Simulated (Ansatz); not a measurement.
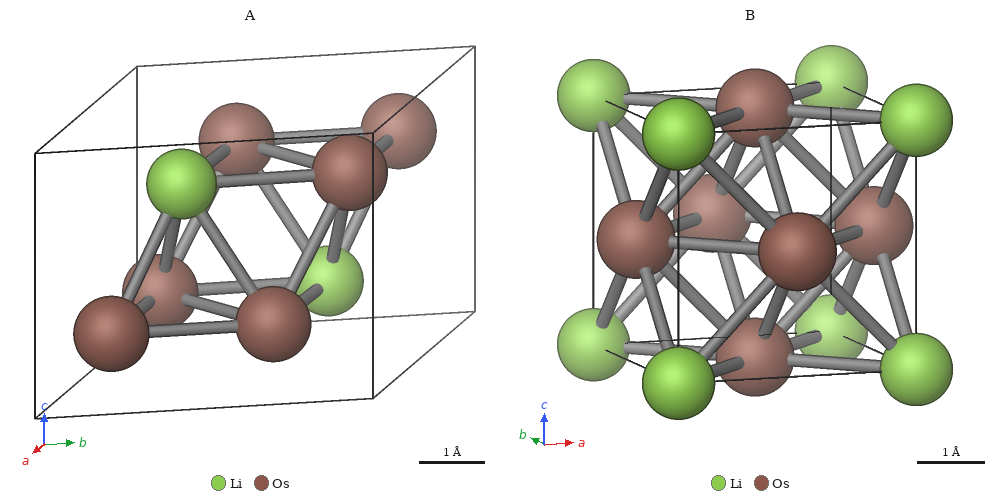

Two structures of LiOs3, each relaxed to rest (conventional cells in solid outline, small ones repeated, not to one scale). Method: Ansatz, DFT PBE, scalar-relativistic, plane waves, PAW, without spin polarisation.

Question: What structure does each panel show?

Answer: A: 8 atoms a cell on a primitive hexagonal lattice, P6_3/mmc. B: Cu₃Au (L1₂) type, Pm-3m.

Question: Compare their energies: which is lower?

Answer: A is lower, by 178 meV/atom at this level of theory (energies at zero smearing). Volumes: A 13.5, B 13.7 Å³/atom.

One or both may be structure types tried for this composition rather than known phases.
